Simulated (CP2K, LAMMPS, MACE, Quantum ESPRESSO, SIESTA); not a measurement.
# Relaxing glassy 50SiO2-20Al2O3-15Li2O-15ZnO (mol %) (65 atoms) with cheaper methods

MACE MPA-0 medium, CP2K double zeta and SIESTA DZP each relax the atoms of glassy 50SiO2-20Al2O3-15Li2O-15ZnO (mol %) (65 atoms) from one start, in the fixed cell. Which end lies lowest at the plane-wave level, and do they reach the same structure?

All numbers are calculated, not measured.

## Step 1: The structure

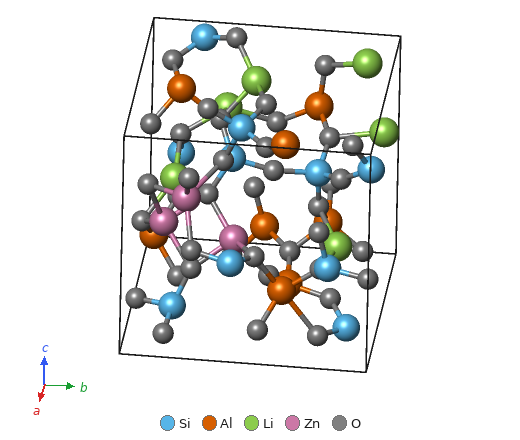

The cell (silicon blue, aluminium orange, lithium green, zinc pink, oxygen grey). Some periodic images of atoms are drawn too.

The cell holds 65 atoms (10 Si, 8 Al, 6 Li, 3 Zn and 38 O), with edges of 9.16, 9.16 and 9.16 Å. Recipe: 65 atoms (10 Si, 8 Al, 6 Li, 3 Zn, 38 O) placed at random at 2.76 g/cm³, melted at 4000 K for 10 ps at fixed volume with the Morse and Coulomb pair potential with partial charges (Pedone, Malavasi, Menziani, Cormack and Segre, J. Phys. Chem. B 110, 11780 (2006)). Quenched from 4000 K to 300 K at 20 K/ps and fixed volume, held 10 ps at zero pressure.

## Step 2: The judge

Quantum ESPRESSO 7.5: Kohn-Sham DFT, PBE, SSSP efficiency 1.3.0 pseudopotentials, plane waves. Its input for the start:

```
&control
  calculation = 'scf'
  pseudo_dir = './pseudo'
  outdir = './tmp'
  disk_io = 'none'
  tprnfor = .true.
  tstress = .true.
/
&system
  ibrav = 0
  nat = 65
  ntyp = 5
  ecutwfc = 60
  ecutrho = 480
  nosym = .true.
  occupations = 'smearing'
  smearing = 'fd'
  degauss = 0.003675
/
&electrons
  conv_thr = 3.3e-07
  electron_maxstep = 100
  mixing_beta = 0.4
  mixing_mode = 'plain'
  diagonalization = 'david'
/
ATOMIC_SPECIES
Si 28.085 Si.upf
Al 26.982 Al.upf
Li 6.940 Li.upf
Zn 65.380 Zn.upf
O 15.999 O.upf
CELL_PARAMETERS angstrom
9.16266 0.00000 0.00000
0.00000 9.16266 0.00000
0.00000 0.00000 9.16266
ATOMIC_POSITIONS crystal
Si 0.66349 0.87893 0.01195
Si 0.57412 0.95594 0.69564
Si 0.74471 0.18127 0.09844
[... 60 atom lines left out ...]
O 0.64272 0.88674 0.83781
O 0.38418 0.16154 0.03584
K_POINTS gamma
```

It took 95 s on 4 MPI ranks of Arm Neoverse V2, shared host; peak memory 2.2 GiB; 6.3 min of CPU time.

At the start it finds an r.m.s. force component of 1.5 eV/Å and a pressure of 9.8 GPa. The same input is run at the end of each relaxation.

## Step 3: The relaxations

The DFT methods use the judge's functional, PBE. 

Times are CPU times on a shared host and are rough.

| method | basis or training data | geometry steps | reached its threshold | own energy change (meV/atom) | r.m.s. move (Å) | largest move (Å) | CPU time |
| --- | --- | --- | --- | --- | --- | --- | --- |
| MACE MPA-0 medium | trained on PBE(+U) plane-wave data | 30 | yes | -93.0 | 0.20 | 0.43 | 42 s |
| CP2K double zeta | DZVP-MOLOPT-SR, GTH-PBE potentials, 640 Ry | 45 | yes | -99.2 | 0.20 | 0.45 | 1.5 h |
| SIESTA DZP | DZP orbitals, shift 0.01 Ry, mesh 400 Ry | 74 | no | -132.1 | 0.35 | 0.85 | 2.9 h |

## Step 4: The ends, solved with plane waves

```csv
geometry,energy less the start's (meV/atom),r.m.s. force (eV/Å),longest force (eV/Å),pressure (GPa),Kohn-Sham gap (eV)
start,0.0,1.451,6.64,9.78,2.98
end of MACE MPA-0 medium,-95.7,0.060,0.20,2.65,3.46
end of CP2K double zeta,-95.8,0.077,0.37,2.34,3.46
end of SIESTA DZP,-81.7,0.334,1.22,-3.39,3.49
```

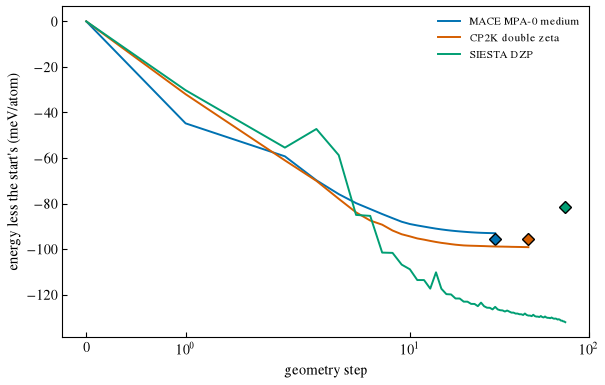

Each method's own energy along its relaxation; diamonds mark the plane-wave energy of its end.

## Step 5: Do they end in the same place?

Distances between the ends, with any common shift taken off:

```
                                  ends  r.m.s. (Å)  largest (Å)
MACE MPA-0 medium and CP2K double zeta       0.041         0.20
      MACE MPA-0 medium and SIESTA DZP       0.213         0.56
       CP2K double zeta and SIESTA DZP       0.205         0.55
```

Bonds, counted by one set of cutoffs taken from the start, with their mean length:

```
         geometry  Si-O (under 2.12 Å)  Al-O (under 2.19 Å)  Li-O (under 2.58 Å)  Zn-O (under 2.50 Å)
            start         40 at 1.61 Å         33 at 1.76 Å         24 at 2.10 Å         12 at 2.01 Å
MACE MPA-0 medium         40 at 1.64 Å         33 at 1.79 Å         25 at 2.06 Å         11 at 2.00 Å
 CP2K double zeta         40 at 1.64 Å         33 at 1.80 Å         24 at 2.04 Å         11 at 2.01 Å
       SIESTA DZP         40 at 1.66 Å         36 at 1.87 Å         24 at 2.04 Å         13 at 2.05 Å
```

## Step 6: Outcome

By plane waves the end of CP2K double zeta lies lowest, 95.8 meV/atom under the start; MACE MPA-0 medium ends 0.1 meV/atom higher and SIESTA DZP ends 14.1 meV/atom higher. The plane-wave r.m.s. force is smallest after MACE MPA-0 medium (0.060 eV/Å) and largest after SIESTA DZP (0.33 eV/Å), against 1.5 eV/Å at the start. SIESTA DZP stopped short of its threshold, so that end isn't a minimum even at its own level.

Own against plane-wave energy change: MACE MPA-0 medium -93.0 against -95.7, CP2K double zeta -99.2 against -95.8 and SIESTA DZP -132.1 against -81.7 meV/atom. The ends of MACE MPA-0 medium and SIESTA DZP differ by up to 0.56 Å for one atom. Bonds formed and lost against the start: MACE MPA-0 medium 1 and 1, CP2K double zeta 1 and 2 and SIESTA DZP 6 and 2, of 109. The pressure at the ends spans -3.4 to 2.7 GPa, from 9.8 GPa at the start.

Caveats: Plane waves didn't relax the cell themselves, so each end could still go down at that level. The methods had unlike step limits and thresholds. The quench rate of 20 K/ps is many orders above laboratory rates, so the cell is likely richer in defects and strain than a real sample. The reference samples only Γ, in a cell whose shortest periodic width is 9 Å. The plane-wave runs aren't exact: their cutoffs and mesh weren't converged further here. SIESTA's automatically made basis is far from complete, and its potentials were converted by us (checked for H, C, O, Si, Ge and Ca alone). Where levels are smeared, the DFT runs use Fermi–Dirac occupations at 580 K (0.05 eV), and energies are free energies.

[Logs are printed without paths, hosts, clocks, repeated set-up lines and the standing remarks that a program may print on its own settings, such as how far it seeks lower states.]

[Hosts, paths, dates, database ids (printed as entryN), source tags and the programs' standing remarks are cut or masked in the printed files.]
